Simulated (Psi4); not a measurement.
# BNH3OF (SMILES NB(O)F): a chain of runs

Aim: a structure relaxation (singlet BNH3OF, CAM-B3LYP/def2-SVPD), then the energy (doublet BNH3OF+, UCAM-B3LYP/def2-SVPD), then a structure relaxation (doublet BNH3OF+, UCAM-B3LYP/def2-SVPD), then a single-point energy (doublet BNH3OF−, UCAM-B3LYP/def2-SVPD), then a geometry optimisation (doublet BNH3OF−, UCAM-B3LYP/def2-SVPD) of BFH3NO. 

Program for the calculation: Psi4 1.11.

### 1 Starting point

BNH3OF: 7 atoms, total charge 0, spin state singlet. SMILES: `NB(O)F`. The shape is that of a PBE0-D4/def2-TZVP optimisation. This is one conformer, not always the lowest. The run starts from this shape.

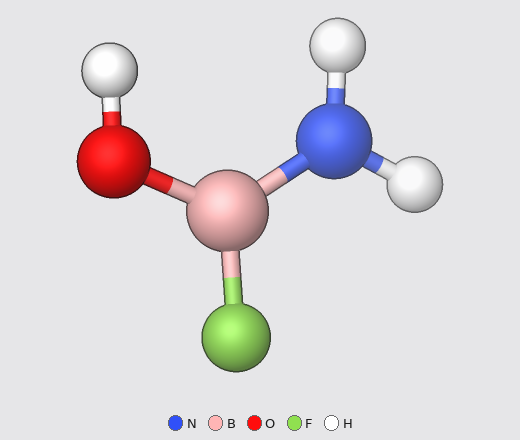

Viewed from a chosen angle; nitrogen blue, boron pink, oxygen red, fluorine green, hydrogen white.

### 2 A structure relaxation at CAM-B3LYP/def2-SVPD (density fitting) (run 1)

bfh3no.xyz reads:

```xyz
7
BFH3NO
N     -0.531800     0.753400    -0.032100
B      0.039300    -0.505700    -0.288800
O      1.106300    -1.044300     0.367000
F     -0.494800    -1.258200    -1.256300
H     -1.320400     1.081700    -0.559700
H     -0.210100     1.394300     0.668500
H      1.472700    -0.489200     1.055700
```

calc.py reads:

```python
import psi4

psi4.set_memory('1600 MB')
psi4.set_num_threads(1)
psi4.core.set_output_file('psi4.out', False)

with open('bfh3no.xyz') as f:
    atoms = ''.join(f.readlines()[2:])
m = psi4.geometry('0 1\n' + atoms + 'symmetry c1')

psi4.set_options({
    'basis': 'def2-SVPD',
    'reference': 'rks',
})

result, w = psi4.optimize("cam-b3lyp", molecule=m, return_wfn=True)
print(f'cam-b3lyp energy: {result:.10f} Eh')
m.save_xyz_file('final.xyz', False)
```

The run is started by

```console
$ python calc.py
```

psi4.out:

```text
[...]
  Running in c1 symmetry.
[...]
  Nuclear repulsion =  114.658705407158465
[...]
  Multiplicity = 1
[...]
  Nalpha       = 16
  Nbeta        = 16
[...]
    Number of basis functions: 110
[...]
   @DF-RKS iter   1:  -256.08420593011857   -4.22968e-01   7.99414e-03 DIIS/ADIIS
[...]
   @DF-RKS iter   7:  -256.38485775660780   -7.38964e-13   2.45357e-09 DIIS
[...]
    Orbital Energies [Eh]
    ---------------------
    Doubly Occupied:
       1A    -24.753143     2A    -19.231435     3A    -14.403822
       4A     -6.903663     5A     -1.256282     6A     -1.102385
       7A     -0.947201     8A     -0.658744     9A     -0.614874
      10A     -0.588988    11A     -0.551752    12A     -0.525462
      13A     -0.474700    14A     -0.447957    15A     -0.433907
      16A     -0.357368
[...]
  @DF-RKS Final Energy:  -256.38485775660780
   => Energetics <=
    Nuclear Repulsion Energy =            114.4911718012306210
    One-Electron Energy =                -579.5563604974140617
    Two-Electron Energy =                 231.5783889740748975
    DFT Exchange-Correlation Energy =     -22.8980580344992504
    Empirical Dispersion Energy =           0.0000000000000000
    VV10 Nonlocal Energy =                  0.0000000000000000
    Total Energy =                       -256.3848577566078006
[...]
 Multipole Moments:
 ------------------------------------------------------------------------------------
     Multipole            Electronic (a.u.)      Nuclear  (a.u.)        Total (a.u.)
 ------------------------------------------------------------------------------------
 L = 1.  Multiply by 2.5417464519 to convert [e a0] to [Debye]
 Dipole X            :         -0.3629457            0.3744286            0.0114829
 Dipole Y            :         -2.7702751            4.0019362            1.2316611
 Dipole Z            :         -2.0736167            2.8543543            0.7807376
 Magnitude           :                                                    1.4583114
[...]
  -Total Gradient:
     Atom            X                  Y                   Z
    ------   -----------------  -----------------  -----------------
       1       -0.000051527854    -0.000017435418     0.000023256415
       2        0.000168687484     0.000105587938    -0.000113968763
       3       -0.000046880670     0.000009335568     0.000060598388
       4       -0.000037527567    -0.000025706253     0.000072156683
       5        0.000032164765     0.000006656144     0.000039528590
       6       -0.000002183289    -0.000012740305     0.000007168896
       7        0.000000454387    -0.000026854681    -0.000001896603
[...]
```

On the terminal:

```text
Some dependencies such as QCElemental have not yet finished migration to pydantic v2. If issues are encountered please downgrade pydantic or upgrade QCElemental as appropriate
	Previous geometry is closer to target in internal coordinates, so using that one.

	Best geometry has RMS(Delta(q)) = 8.26e-07

	Unable to completely converge to displaced geometry.
	RMS(dx):  1.271e-06 	Max(dx):  2.346e-06 	RMS(dq):  3.852e-06
	Previous geometry is closer to target in internal coordinates, so using that one.

	Best geometry has RMS(Delta(q)) = 1.91e-06

Optimizer: Optimization complete!
cam-b3lyp energy: -256.3848577566 Eh
```

Run time: 31 s. Hardware: 1 thread of Intel Xeon 6975P-C (Granite Rapids), shared host; peak memory 0.81 GiB.

Steps, from the record of the run:

| step | energy from the first frame kept (eV) | largest force (eV/Å) |
| --- | --- | --- |
| 0 | 0.0000 | 0.2511 |
| 1 | -0.0035 | 0.1163 |
| 2 | -0.0038 | 0.0427 |
| 3 | -0.0039 | 0.0161 |
| 4 | -0.0039 | 0.0118 |

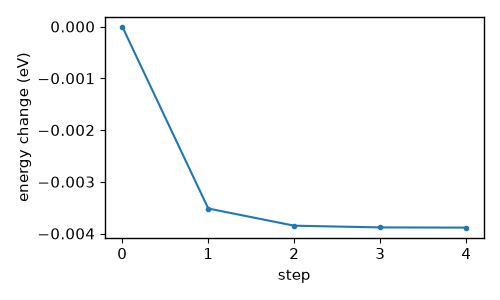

Energy along the run.

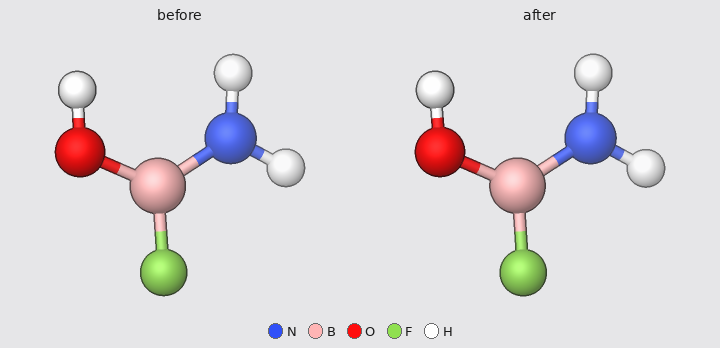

Before and after, at one scale.

After the run. Bond lengths: N1–B2 1.406 Å, B2–O3 1.360 Å, B2–F4 1.343 Å, N1–H5 1.009 Å, N1–H6 1.008 Å, O3–H7 0.959 Å. Angles: N1–B2–O3 125.9°, N1–B2–F4 118.2°, O3–B2–F4 115.8°, B2–N1–H5 121.0°, B2–N1–H6 124.7°, B2–O3–H7 116.7°, H5–N1–H6 114.3°.

### 3 The doublet cation: the energy at UCAM-B3LYP/def2-SVPD (density fitting) (run 2)

job.in reads:

```
memory 1.6 GB

molecule {
  1 2
  N     -0.534048     0.754338    -0.033610
  B      0.040891    -0.503396    -0.286704
  O      1.104882    -1.040878     0.367891
  F     -0.493601    -1.262335    -1.257355
  H     -1.326451     1.080904    -0.565951
  H     -0.213038     1.400503     0.669891
  H      1.495448    -0.509175     1.064394
  symmetry c1
}

set {
  basis     def2-SVPD
  reference uks
}

result = energy('cam-b3lyp')
```

The run is started by

```console
$ psi4 -i job.in -o job.out -n 1
```

job.out:

```text
[...]
  Running in c1 symmetry.
[...]
  Nuclear repulsion =  114.491195636001265
[...]
  Multiplicity = 2
[...]
  Nalpha       = 16
  Nbeta        = 15
[...]
    Number of basis functions: 110
[...]
   @DF-UKS iter   1:  -255.80996970371680   -1.59412e-01   6.04795e-03 ADIIS/DIIS
[...]
   @DF-UKS iter  10:  -255.98086190111096   -3.47638e-08   8.67310e-07 DIIS
[...]
   @S^2 Observed:                7.600746489E-01
[...]
    Orbital Energies [Eh]
    ---------------------
    Alpha Occupied:
       1A    -24.987494     2A    -19.504712     3A    -14.806587
       4A     -7.183965     5A     -1.489031     6A     -1.368532
       7A     -1.320427     8A     -0.945196     9A     -0.937278
      10A     -0.899792    11A     -0.803763    12A     -0.800259
      13A     -0.728853    14A     -0.710067    15A     -0.709049
      16A     -0.687071
    Alpha Virtual:
      17A     -0.186025    18A     -0.140665    19A     -0.125373
      20A     -0.110023    21A     -0.085019    22A     -0.062350
      23A     -0.041128    24A     -0.022063    25A     -0.011041
[...]
  @DF-UKS Final Energy:  -255.98086190111096
   => Energetics <=
    Nuclear Repulsion Energy =            114.4911956360012653
    One-Electron Energy =                -570.5609055842357975
    Two-Electron Energy =                 222.7711851310995996
    DFT Exchange-Correlation Energy =     -22.6823370839760514
    Empirical Dispersion Energy =           0.0000000000000000
    VV10 Nonlocal Energy =                  0.0000000000000000
    Total Energy =                       -255.9808619011109556
[...]
 Multipole Moments:
 ------------------------------------------------------------------------------------
     Multipole            Electronic (a.u.)      Nuclear  (a.u.)        Total (a.u.)
 ------------------------------------------------------------------------------------
 L = 1.  Multiply by 2.5417464519 to convert [e a0] to [Debye]
 Dipole X            :         -0.7316821            0.3744282           -0.3572539
 Dipole Y            :         -1.2922316            4.0019366            2.7097050
 Dipole Z            :         -1.4921426            2.8543539            1.3622113
 Magnitude           :                                                    3.0538093
[...]
```

It took 11 s on 1 thread of Intel Xeon 6975P-C (Granite Rapids), shared host; peak memory 0.75 GiB.

### 4 The doublet cation: a geometry optimisation at UCAM-B3LYP/def2-SVPD (density fitting) (run 3)

Changes to job.in since step 3:

```diff
@@ -1,4 +1,4 @@
-memory 1.6 GB
+memory 1600 mb
 
-molecule {
+molecule geom {
   1 2
@@ -11,2 +11,3 @@
   H      1.495448    -0.509175     1.064394
+  units angstrom
   symmetry c1
@@ -15,6 +16,6 @@
 set {
-  basis     def2-SVPD
-  reference uks
+  reference    uks
+  geom_maxiter 50
 }
 
-result = energy('cam-b3lyp')
+energy_value, wavefunction = optimize("cam-b3lyp/def2-SVPD", return_wfn=True)
```

The run is started by

```console
$ psi4 job.in job.out -n 1
```

job.out:

```text
[...]
  Running in c1 symmetry.
[...]
  Nuclear repulsion =  114.491195636001265
[...]
  Multiplicity = 2
[...]
  Nalpha       = 16
  Nbeta        = 15
[...]
    Number of basis functions: 110
[...]
   @DF-UKS iter   1:  -255.80996970371680   -1.59412e-01   6.04795e-03 ADIIS/DIIS
[...]
   @DF-UKS iter   8:  -255.99514837903229   -2.29079e-11   7.99908e-09 DIIS
[...]
   @S^2 Observed:                7.545173712E-01
[...]
  @DF-UKS Final Energy:  -255.99514837903229
   => Energetics <=
    Nuclear Repulsion Energy =            113.5792962759791607
    One-Electron Energy =                -568.9206346234502689
    Two-Electron Energy =                 222.0180751767325376
    DFT Exchange-Correlation Energy =     -22.6718852082937303
    Empirical Dispersion Energy =           0.0000000000000000
    VV10 Nonlocal Energy =                  0.0000000000000000
    Total Energy =                       -255.9951483790322868
[...]
 Multipole Moments:
 ------------------------------------------------------------------------------------
     Multipole            Electronic (a.u.)      Nuclear  (a.u.)        Total (a.u.)
 ------------------------------------------------------------------------------------
 L = 1.  Multiply by 2.5417464519 to convert [e a0] to [Debye]
 Dipole X            :         -0.6988833            0.3662764           -0.3326069
 Dipole Y            :         -1.5136232            4.0508135            2.5371903
 Dipole Z            :         -1.5990311            2.8767110            1.2776799
 Magnitude           :                                                    2.8601447
[...]
  -Total Gradient:
     Atom            X                  Y                   Z
    ------   -----------------  -----------------  -----------------
       1       -0.000053680180    -0.000011460710     0.000016880428
       2        0.000025594303     0.000032578769    -0.000122234656
       3        0.000041903691    -0.000077683094     0.000030796365
       4       -0.000015767119    -0.000014624431     0.000038321114
       5        0.000008827806     0.000020993928     0.000007682170
       6        0.000020577281    -0.000008407426     0.000003165194
       7       -0.000012474893     0.000008772699     0.000007664232
[...]
```

On the terminal:

```text
Optimizer: Optimization complete!
```

It took 74 s on 1 thread of Intel Xeon 6975P-C (Granite Rapids), shared host; peak memory 0.82 GiB.

Steps, from the record of the run:

```csv
step,energy from the first frame kept (eV),largest force (eV/Å)
0,0.0000,5.7487
1,-0.2923,2.7259
2,-0.3812,0.4810
3,-0.3879,0.1760
4,-0.3887,0.0390
5,-0.3887,0.0122
6,-0.3888,0.0066
```

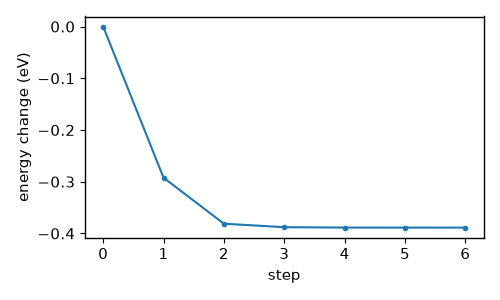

Energy along the run.

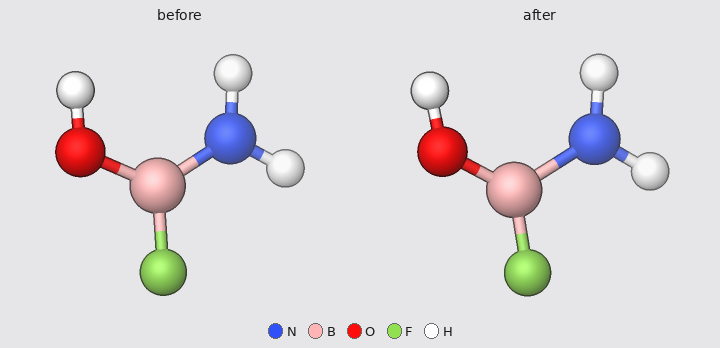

Before and after, at one scale.

After the run. Bond lengths: N1–B2 1.544 Å, B2–O3 1.307 Å, B2–F4 1.300 Å, N1–H5 1.031 Å, N1–H6 1.029 Å, O3–H7 0.965 Å. Angles: N1–B2–O3 122.3°, N1–B2–F4 111.7°, O3–B2–F4 126.0°, B2–N1–H5 120.2°, B2–N1–H6 125.5°, B2–O3–H7 128.6°, H5–N1–H6 114.3°.

### 5 The doublet anion: a single-point energy at UCAM-B3LYP/def2-SVPD (density fitting) (run 4)

calc.dat reads:

```
memory 1.6 GB

molecule geom {
  -1 2
  N
  B 1 1.405883
  O 2 1.359948 1 125.93567
  F 2 1.343069 3 115.84219 1 -179.88456
  H 1 1.008928 2 121.04887 4 -0.05562
  H 1 1.007715 5 114.2669 2 -179.98841
  H 3 0.959357 2 116.67491 4 -179.93359
  symmetry c1
}

set basis def2-SVPD
set reference uks

result, w = energy('cam-b3lyp', return_wfn=True)
```

The run is started by

```console
$ psi4 -n 1 calc.dat calc.out
```

calc.out:

```text
[...]
  Running in c1 symmetry.
[...]
  Nuclear repulsion =  114.491180517190898
[...]
  Multiplicity = 2
[...]
  Nalpha       = 17
  Nbeta        = 16
[...]
    Number of basis functions: 110
[...]
   @DF-UKS iter   1:  -255.74395114940518   -9.33935e-02   9.37142e-03 ADIIS/DIIS
[...]
   @DF-UKS iter  11:  -256.34626203366031   -3.67948e-08   3.31623e-07 DIIS
[...]
   @S^2 Observed:                7.501602413E-01
[...]
    Orbital Energies [Eh]
    ---------------------
    Alpha Occupied:
       1A    -24.595137     2A    -19.050087     3A    -14.227578
       4A     -6.732011     5A     -1.098369     6A     -0.922644
       7A     -0.774072     8A     -0.486434     9A     -0.445776
      10A     -0.416177    11A     -0.385335    12A     -0.365715
      13A     -0.314331    14A     -0.273348    15A     -0.260069
      16A     -0.183615    17A      0.061566
    Alpha Virtual:
      18A      0.191229    19A      0.212417    20A      0.251891
      21A      0.253587    22A      0.275219    23A      0.279278
      24A      0.297066    25A      0.317567    26A      0.337118
[...]
  @DF-UKS Final Energy:  -256.34626203366031
   => Energetics <=
    Nuclear Repulsion Energy =            114.4911805171908981
    One-Electron Energy =                -584.9636419078256040
    Two-Electron Energy =                 237.0858653947609014
    DFT Exchange-Correlation Energy =     -22.9596660377865049
    Empirical Dispersion Energy =           0.0000000000000000
    VV10 Nonlocal Energy =                  0.0000000000000000
    Total Energy =                       -256.3462620336603095
[...]
 Multipole Moments:
 ------------------------------------------------------------------------------------
     Multipole            Electronic (a.u.)      Nuclear  (a.u.)        Total (a.u.)
 ------------------------------------------------------------------------------------
 L = 1.  Multiply by 2.5417464519 to convert [e a0] to [Debye]
 Dipole X            :          0.0050084           -0.0034405            0.0015680
 Dipole Y            :          3.9804822           -2.9617395            1.0187427
 Dipole Z            :          3.6845321           -3.9409540           -0.2564219
 Magnitude           :                                                    1.0505196
[...]
```

Wall time 11 s (1 thread of Intel Xeon 6975P-C (Granite Rapids), shared host); peak memory 0.76 GiB.

### 6 The doublet anion: a geometry optimisation at UCAM-B3LYP/def2-SVPD (density fitting) (run 5)

calc.inp reads:

```
memory 1600 MB

molecule geom {
  -1 2
  N     -1.00920446     1.42549223    -0.06351370
  B      0.07727279    -0.95128057    -0.54179204
  O      2.08792438    -1.96697435     0.69521323
  F     -0.93277070    -2.38546743    -2.37605659
  H     -2.50662911     2.04261253    -1.06949239
  H     -0.40258347     2.64656711     1.26591052
  H      2.82598715    -0.96220130     2.01141315
  units bohr
  symmetry c1
}

set basis def2-SVPD
set reference uks
set geom_maxiter 50

e, wfn = optimize("cam-b3lyp", return_wfn=True)
```

The run is started by

```console
$ psi4 -n 1 calc.inp calc.out
```

calc.out:

```text
[...]
  Running in c1 symmetry.
[...]
  Nuclear repulsion =  114.491195676229665
[...]
  Multiplicity = 2
[...]
  Nalpha       = 17
  Nbeta        = 16
[...]
    Number of basis functions: 110
[...]
   @DF-UKS iter   1:  -255.74395084461841   -9.33927e-02   9.37142e-03 ADIIS/DIIS
[...]
   @DF-UKS iter   9:  -256.34729009892078   -2.67164e-12   4.08673e-09 DIIS
[...]
   @S^2 Observed:                7.501755263E-01
[...]
  @DF-UKS Final Energy:  -256.34729009892078
   => Energetics <=
    Nuclear Repulsion Energy =            114.1359883068076186
    One-Electron Energy =                -584.3427068266755668
    Two-Electron Energy =                 236.8083433398643365
    DFT Exchange-Correlation Energy =     -22.9489149189171684
    Empirical Dispersion Energy =           0.0000000000000000
    VV10 Nonlocal Energy =                  0.0000000000000000
    Total Energy =                       -256.3472900989207801
[...]
 Multipole Moments:
 ------------------------------------------------------------------------------------
     Multipole            Electronic (a.u.)      Nuclear  (a.u.)        Total (a.u.)
 ------------------------------------------------------------------------------------
 L = 1.  Multiply by 2.5417464519 to convert [e a0] to [Debye]
 Dipole X            :         -1.2095924            0.3678756           -0.8417167
 Dipole Y            :         -3.9313071            4.0028001            0.0714931
 Dipole Z            :         -3.5858258            2.8474210           -0.7384048
 Magnitude           :                                                    1.1219804
[...]
  -Total Gradient:
     Atom            X                  Y                   Z
    ------   -----------------  -----------------  -----------------
       1       -0.000033745929     0.000033538576    -0.000015593710
       2       -0.000220929255     0.000056782499    -0.000152949505
       3        0.000156791076    -0.000152379244     0.000045573811
       4        0.000018243628     0.000046177391     0.000039711267
       5        0.000016866034    -0.000012000817     0.000008436791
       6        0.000024401955    -0.000010091495     0.000015685806
       7       -0.000005479985     0.000063463692     0.000033979253
[...]
```

On the terminal:

```text
Optimizer: Optimization complete!
```

It took 52 s on 1 thread of Intel Xeon 6975P-C (Granite Rapids), shared host; peak memory 0.81 GiB.

Step by step:

| step | energy from the first frame kept (eV) | largest force (eV/Å) |
| --- | --- | --- |
| 0 | 0.0000 | 1.2380 |
| 1 | -0.0239 | 0.5484 |
| 2 | -0.0278 | 0.0990 |
| 3 | -0.0278 | 0.0733 |
| 4 | -0.0280 | 0.0141 |

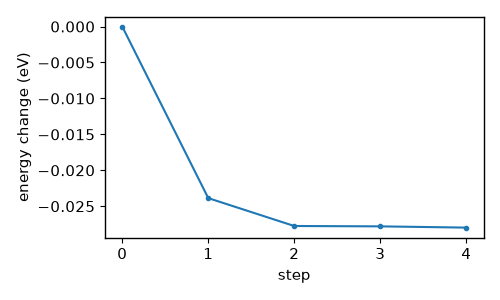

Energy along the run.

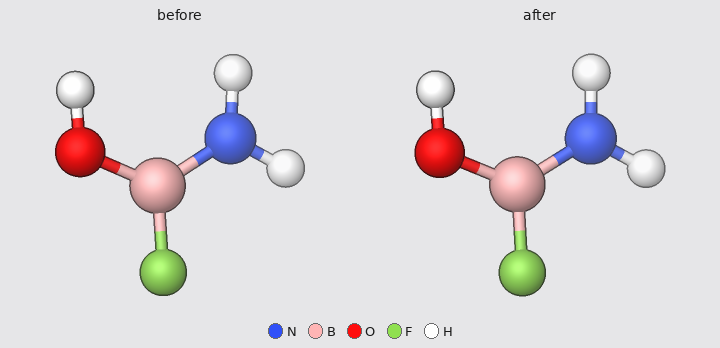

Before and after, at one scale.

After the run. Bond lengths: N1–B2 1.402 Å, B2–O3 1.353 Å, B2–F4 1.365 Å, N1–H5 1.012 Å, N1–H6 1.014 Å, O3–H7 0.977 Å. Angles: N1–B2–O3 128.2°, N1–B2–F4 117.8°, O3–B2–F4 114.0°, B2–N1–H5 122.0°, B2–N1–H6 121.7°, B2–O3–H7 114.7°, H5–N1–H6 116.3°.

### 7 Outcome

| quantity | value |
| --- | --- |
| run 1, CAM-B3LYP/def2-SVPD: total energy at the end | -256.38486 Eh |
| run 1, CAM-B3LYP/def2-SVPD: dipole moment | 3.71 D |
| run 1, CAM-B3LYP/def2-SVPD: HOMO energy | -9.72 eV |
| run 1, CAM-B3LYP/def2-SVPD: LUMO energy | 0.42 eV |
| run 1, CAM-B3LYP/def2-SVPD: HOMO–LUMO gap | 10.15 eV |
| doublet cation, run 2: total energy | -255.98086 Eh |
| doublet cation, run 2: HOMO energy (highest over α and β) | -17.91 eV |
| doublet cation, run 2: LUMO energy (lowest over α and β) | -12.30 eV |
| doublet cation, run 2: ⟨S²⟩ | 0.760 |
| doublet cation, run 3: total energy at the end | -255.99515 Eh |
| doublet cation, run 3: HOMO energy (highest over α and β) | -18.19 eV |
| doublet cation, run 3: LUMO energy (lowest over α and β) | -11.39 eV |
| doublet cation, run 3: ⟨S²⟩ | 0.755 |
| doublet anion, run 4: total energy | -256.34626 Eh |
| doublet anion, run 4: HOMO energy (highest over α and β) | 1.68 eV |
| doublet anion, run 4: LUMO energy (lowest over α and β) | 4.12 eV |
| doublet anion, run 4: ⟨S²⟩ | 0.750 |
| doublet anion, run 5: total energy at the end | -256.34729 Eh |
| doublet anion, run 5: HOMO energy (highest over α and β) | 1.62 eV |
| doublet anion, run 5: LUMO energy (lowest over α and β) | 4.11 eV |
| doublet anion, run 5: ⟨S²⟩ | 0.750 |
| adiabatic electron affinity (to the doublet anion, no zero-point term) | -1.022 eV |
| adiabatic ionisation energy (to the doublet cation, no zero-point term) | 10.605 eV |

The adiabatic electron affinity (to the doublet anion, no zero-point term) is −1.02 eV (−24 kcal/mol). A negative value puts this state of the anion above the relaxed parent: the electron is not bound at this level, and such a value depends on the basis. The adiabatic ionisation energy (to the doublet cation, no zero-point term) is 10.60 eV (245 kcal/mol). The optimisation (run 1, CAM-B3LYP/def2-SVPD) took 5 steps and changed the energy by -0.004 eV. The optimisation (doublet cation, run 3) took 7 steps and changed the energy by -0.389 eV. The HOMO (doublet anion, run 4) lies at positive energy, 1.68 eV; only total energies tell whether the electron is bound.
